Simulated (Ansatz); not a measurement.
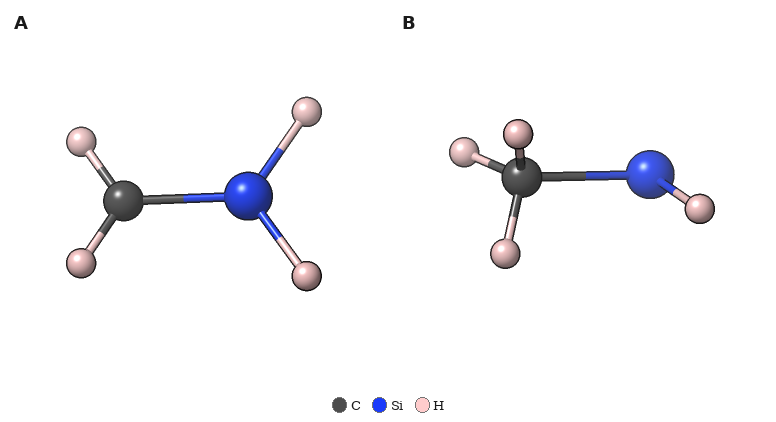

2 stationary structures of one formula. Geometries: PBE-D4/def2-SVP. Electronic energies: PBE-D4/def2-SVP (Ansatz 0.2.0), without zero-point energy. No frequency run is at hand to confirm each as a minimum.

Which is lowest in energy, and by how much?

Answer. A is lowest (C2v); B lies 11.3 kJ/mol above it.
